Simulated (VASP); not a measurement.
Band structure of YHg₂ (space group P6/mmm). These are LDA (Ceperley-Alder, Perdew-Zunger), VASP's LDA PAW potentials (set 64) (plane waves; VASP 6.6.1) values and carry that method's errors.

Unless said otherwise, spin-orbit coupling is left out, though it shifts the bands of the heavy elements here.

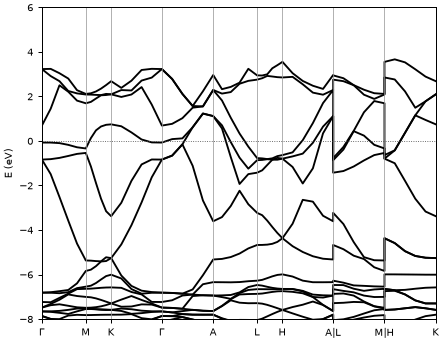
Figure: Bands along high-symmetry lines, zero at the valence-band maximum or, without a gap, the Fermi level

Question: Read the plot: is there a gap, and where are the band edges?

Answer: It has no gap at this level: it comes out as a metal or semimetal.

The structure comes from a measured YHg2 entry (P6/mmm) of the Crystallography Open Database, whose conditions weren't checked. The cell was not relaxed at this level. The electron count is odd and the run is not spin-polarised, which forces a metal.
